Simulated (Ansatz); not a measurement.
A series of calculations on B2H3OF

**1. Relaxation**

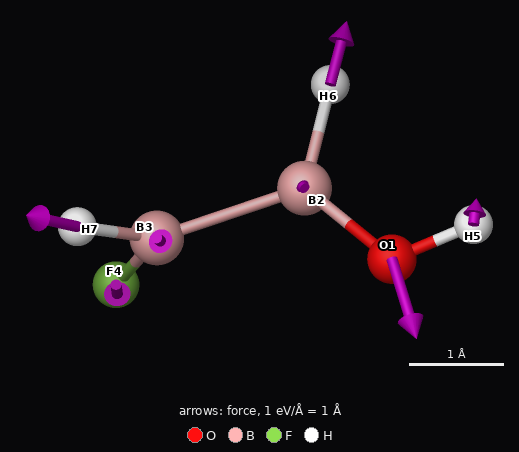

Starting geometry of B2H3OF with the computed forces as purple arrows. Style: ball-and-stick. Shown at a tilt.

The run prepares an end point of a later path (torsion) calculation, from a guessed geometry.

All numbers below come from RKS PBE0-D4/def2-SVP (Ansatz 0.2.0).

Input
```yaml
crystal:
  periodic: [false, false, false]
  atoms:
    - { symbol: O, position_ang: [-0.183, 0.95216, -1.21926] }
    - { symbol: B, position_ang: [0.11646, 0.50684, 0.0033] }
    - { symbol: B, position_ang: [-0.08575, -1.10932, 0.44395] }
    - { symbol: F, position_ang: [-1.1509, -1.53925, 1.09831] }
    - { symbol: H, position_ang: [-0.01678, 1.8757, -1.41951] }
    - { symbol: H, position_ang: [0.58561, 1.26297, 0.79774] }
    - { symbol: H, position_ang: [0.73436, -1.9491, 0.29548] }
basis:
  gaussian: { orbitals: def2-SVP }
hamiltonian:
  xc: pbe0
  dispersion: d4
relax:
  f_tol: 0.015
  max_steps: 40
```

Launched with:
```bash
ansatz run input.yaml --threads 1 --pin off --max-ram 2048MiB --backend cpu --events-out ev --progress --plain --runs-dir out
```

What follows when this structure is relaxed?

Answer. It isn't relaxed: the largest force vector, on O1, is 0.99 eV/Å. The final displacements follow the starting forces only in part (cosine between the two patterns 0.63). Over 7 geometry steps the energy falls by 1.36 kcal/mol. The largest force component goes from 0.9 to 0.008 eV/Å. H6 moves most after the best rigid fit: 0.069 Å. Largest moves by element: H 0.069 Å, F 0.040 Å, O 0.033 Å, B 0.020 Å. Among the contacts that change: B3–H7 1.183 → 1.219 Å, B2–H6 1.193 → 1.222 Å, B2–B3 1.687 → 1.713 Å, O1–B2 1.335 → 1.353 Å. Bond angles that change, for instance: B2–O1–H5 118.2° → 113.2°, B3–B2–H6 118.7° → 121.2°, O1–B2–B3 122.1° → 119.9°. Cost: 19 s on 1 thread of Intel(R) Xeon(R) Platinum 8259CL CPU @ 2.50GHz (Skylake/Cascade Lake), with other jobs on the host, peak memory 0.17 GiB.

**2. Relaxation**

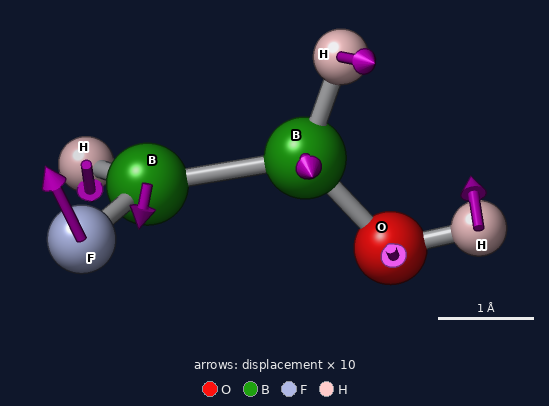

This is a relaxation of B₂H₃OF. The starting structure is drawn; purple arrows show the displacements, magnified 10 times. The two geometries are superimposed by the best rigid fit.

Style: ball-and-stick. Shown face on.

The run prepares an end point of a later path (torsion) calculation, from a guessed geometry.

All numbers below come from Ansatz, RKS PBE0-D4/def2-SVP. Set-up: no spin polarisation; force threshold 0.015 eV/Å; at most 40 steps.

Q: What happened in the run?

A: The atom that moves furthest after the best rigid fit is the F atom (0.097 Å). By element the largest moves are F 0.097 Å, H 0.076 Å, B 0.051 Å, O 0.045 Å. Near-neighbour distances that change, for instance: B–H 1.183 → 1.219 Å, B–B 1.687 → 1.713 Å, B–O 1.335 → 1.352 Å, B–F 1.322 → 1.329 Å. Among the angles between lasting bonds that change: B–O–H 118.2° → 113.2°, B–B–H 118.7° → 121.0°, O–B–B 122.1° → 120.0°. Over 7 accepted moves (8 points after the start) the energy falls by 8.16 kJ/mol. Largest force component: 0.88 eV/Å at the start, 0.011 eV/Å at the end. The line search rejected the trial step at point 1 of the run.

**3. Path**

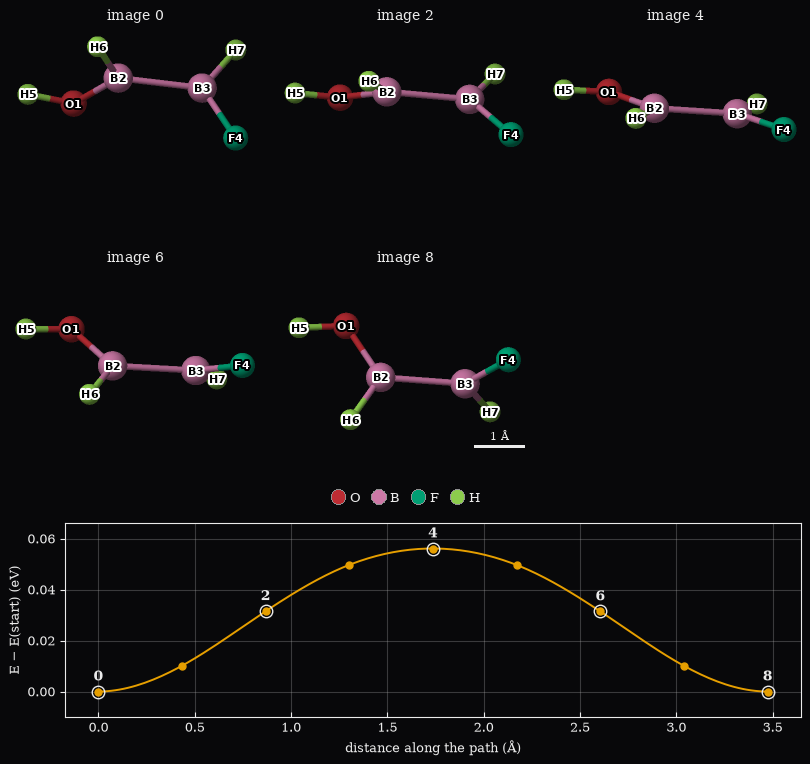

NEB run on B₂H₃OF. Images are numbered from 0 (start) to 8 (end). A ball-and-stick model, seen from a free direction.

Computed with Ansatz 0.2.0, RKS PBE0-D4/def2-SVP.

Input
```yaml
crystal:
  periodic: [false, false, false]
  atoms:
    - { symbol: O, position_ang: [-0.196858, 0.926738, -1.234607] }
    - { symbol: B, position_ang: [0.12811, 0.519403, 0.013514] }
    - { symbol: B, position_ang: [-0.08207, -1.122107, 0.457163] }
    - { symbol: F, position_ang: [-1.184256, -1.527971, 1.079128] }
    - { symbol: H, position_ang: [-0.02213, 1.86175, -1.386299] }
    - { symbol: H, position_ang: [0.600751, 1.330495, 0.795536] }
    - { symbol: H, position_ang: [0.756453, -1.988307, 0.275575] }
basis:
  gaussian: { orbitals: def2-SVP }
hamiltonian:
  xc: pbe0
  dispersion: d4
neb:
  order_check: false
  images: 7
  f_tol: 0.05
  max_iterations: 60
  initial_path: idpp
  final_atoms:
    - { symbol: O, position_ang: [0.07489836, 0.88211385, -1.28154082] }
    - { symbol: B, position_ang: [0.05568701, 0.5312612, 0.02436092] }
    - { symbol: B, position_ang: [-0.13593836, -1.11310731, 0.46623639] }
    - { symbol: F, position_ang: [0.91725301, -1.88244253, 0.72183745] }
    - { symbol: H, position_ang: [0.1657014, 1.83131536, -1.41772254] }
    - { symbol: H, position_ang: [0.14063091, 1.4059303, 0.87330278] }
    - { symbol: H, position_ang: [-1.21823234, -1.65506987, 0.61353581] }
```

Run as
```bash
ansatz run input.yaml --threads 1 --pin off --max-ram 2048MiB --backend cpu --events-out ev --progress --plain --runs-dir out
```

Question: What happens along the path, and what is the barrier?

Answer: The barrier is about 0.056 eV in both directions, with image 4 at the top; the ends have the same energy. The motion is a rotation about the B2–B3 bond by about 175°. No bond forms or breaks between the ends. Bond angles that change up to the highest image, for instance: O1–B2–B3 119.9° → 117.3°, B3–B2–H6 121.2° → 123.4°. The band is converged.

Cost: 83 s on 1 thread of Intel(R) Xeon(R) Platinum 8259CL CPU @ 2.50GHz (Skylake/Cascade Lake), on a shared host, peak memory 0.16 GiB.
